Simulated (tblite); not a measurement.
**Run report: C$_{5}$H$_{15}$NSi$_{2}$, frequency calculation**

- system: C$_{5}$H$_{15}$NSi$_{2}$, SMILES CCC[Si@H]1CC[SiH2]N1
- method: GFN2-xTB harmonic vibrations, gas phase (tblite 0.8.0)

It belongs to a series of runs on one base structure; here: constitutional isomer.

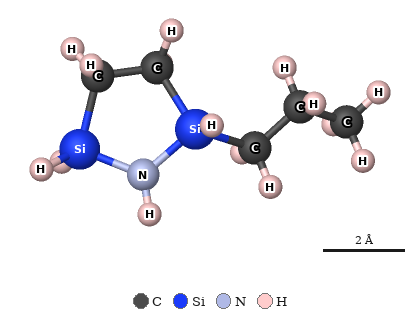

The input geometry (ball-and-stick view, seen at a tilt). Bond lengths as drawn: C–C 1.52 to 1.53 Å, C–H 1.09 Å, C–Si 1.90 Å, H–N 1.00 Å, H–Si 1.47 to 1.48 Å and N–Si 1.73 to 1.74 Å.

Input file:
```
{"job": {"kind": "ir", "xc": "GFN2-xTB", "basis": "xTB"}, "charge": 0, "multiplicity": 1}
C     -3.697247    -0.043326    -0.394630
C     -2.351474    -0.239766     0.294622
C     -1.279545     0.681494    -0.275686
Si     0.417921     0.426142     0.533136
C      1.234546    -1.248304     0.153435
C      2.750678    -1.037858     0.093311
Si     3.110310     0.652420    -0.694734
N      1.630975     1.414263    -0.219480
H     -4.037492     0.983860    -0.279179
H     -3.613398    -0.257293    -1.458344
H     -4.450853    -0.703838     0.028959
H     -2.460486    -0.048916     1.364166
H     -2.035768    -1.278649     0.179659
H     -1.209685     0.518881    -1.352649
H     -1.595802     1.716500    -0.138958
H      0.345642     0.701347     1.981431
H      0.986147    -2.022830     0.879740
H      0.888009    -1.610077    -0.816558
H      3.234428    -1.863871    -0.429088
H      3.147476    -1.042721     1.109582
H      4.264139     1.337065    -0.104961
H      3.234390     0.597448    -2.157673
H      1.482337     2.395014    -0.375459
```

The first line tells a small driver script what to run in tblite; the rest is the geometry in Å.

Hardware: 1 CPU thread, shared host.

Launched with:
```bash
OMP_NUM_THREADS=1 python <driver script> task.json out
```

The program's output:
```
mode    cm-1     km/mol
  1      37.8      0.02
  2      57.9      0.30
  3      72.8      0.18
  4     113.7      1.12
  5     144.5      1.58
  6     215.8      7.17
  7     224.2      2.12
  8     233.9      0.21
  9     310.3     12.42
 10     367.7     27.16
 11     374.0     26.07
 12     400.5     17.84
 13     488.9     40.87
 14     535.4     49.68
 15     592.5     42.71
 16     639.2     89.55
 17     663.1    130.61
 18     684.3     53.82
 19     696.5     71.81
 20     740.3     57.76
 21     769.2     58.77
 22     788.6    191.15
 23     803.6    255.25
 24     818.5     52.60
 25     835.5    166.21
 26     842.6     52.57
 27     921.7    191.97
 28     956.0      5.77
 29    1010.0     21.89
 30    1054.6      7.05
 31    1069.0     32.65
 32    1076.9     11.99
 33    1120.2     57.39
 34    1139.5    256.41
 35    1143.1      2.22
 36    1229.2      1.52
 37    1249.1      7.31
 38    1274.5      2.69
 39    1285.3      0.24
 40    1290.5      4.69
 41    1353.8     12.30
 42    1414.6      1.19
 43    1483.2      0.92
 44    1486.7      0.80
 45    1498.3      1.72
 46    1502.6      0.88
 47    1505.0      2.66
 48    1508.1      0.67
 49    2150.7    312.63
 50    2193.5    509.59
 51    2232.8    309.31
 52    2956.6     20.03
 53    2961.9      0.76
 54    2970.5     39.33
 55    2973.4    135.17
 56    2978.2     49.13
 57    2982.6     12.23
 58    2985.0     47.41
 59    2989.8     62.80
 60    3025.6     62.86
 61    3026.7     65.40
 62    3032.8     34.49
 63    3511.1      1.80
```

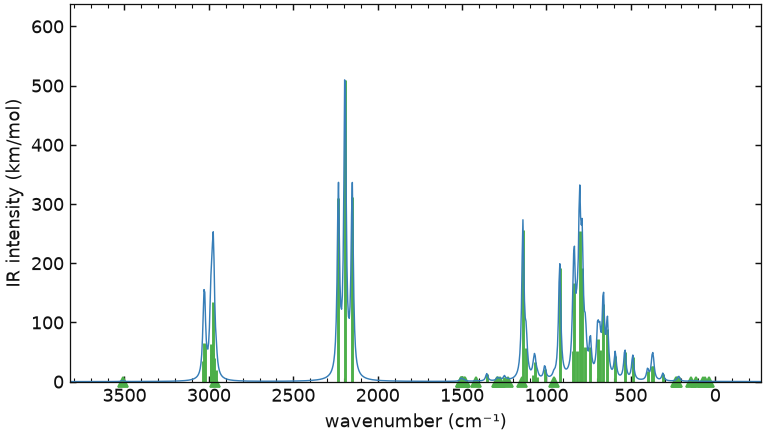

Harmonic infrared spectrum, unscaled: sticks (degenerate modes added up, dark ones marked on the axis) with a Lorentzian envelope of 16 cm⁻¹ full width, scaled to the tallest stick. 63 modes from 38 to 3511 cm⁻¹, none imaginary. The strongest line is at 2194 cm⁻¹ (510 km/mol).

Summary:

- outcome: converged
- total energy: −674.0161 eV
- zero-point energy: 118.6470 kcal/mol
- wall time: 1 s
- peak memory: 0.17 GiB
